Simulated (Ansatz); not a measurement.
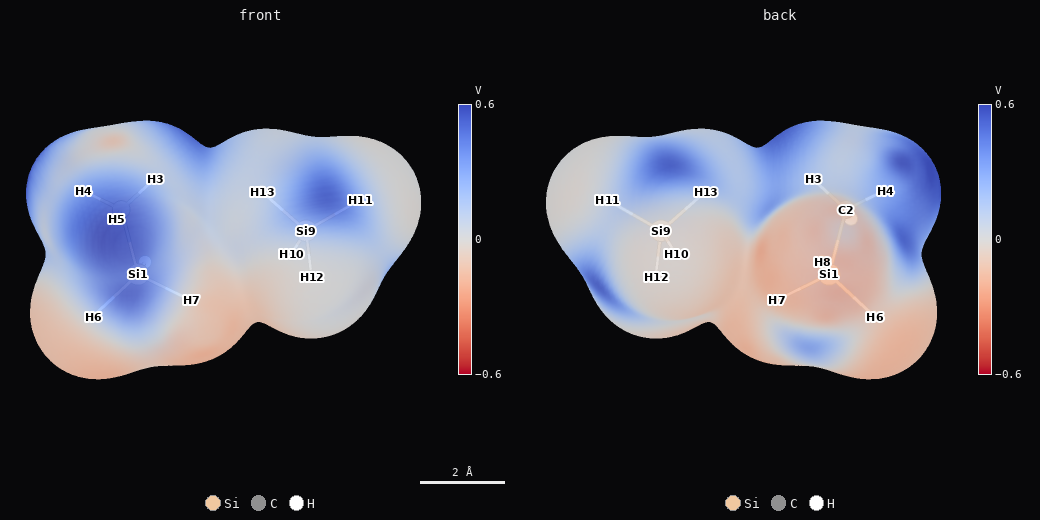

CH6Si···SiH4. The molecular electrostatic potential painted on the density surface at 0.001 e/bohr³, seen from the front and from behind; red is negative and blue positive.

The calculation used RKS PBE0-D4/6-31G* in Ansatz 0.2.0.

```xyz
13

Si    0.4948   -0.1368    0.1845
C     0.8819   -0.1510    2.0249
H    -0.0215   -0.3545    2.6088
H     1.6225   -0.9212    2.2628
H     1.2827    0.8158    2.3465
H     1.7216    0.1463   -0.6145
H    -0.5141    0.9137   -0.1380
H    -0.0525   -1.4516   -0.2569
Si   -3.4875    0.6730    1.1440
H    -3.3799   -0.2911    0.0168
H    -4.8584    0.6096    1.7237
H    -3.2180    2.0518    0.6546
H    -2.4967    0.3168    2.1978
```

Which sites attract a positive test charge, and which a negative one?

Answer. A positive charge is drawn to the negative regions and a negative charge to the positive ones. The most negative region (about −0.2 V) lies over H6, H7 and H8, the most positive (about +0.6 V) over H4, H5 and Si9.
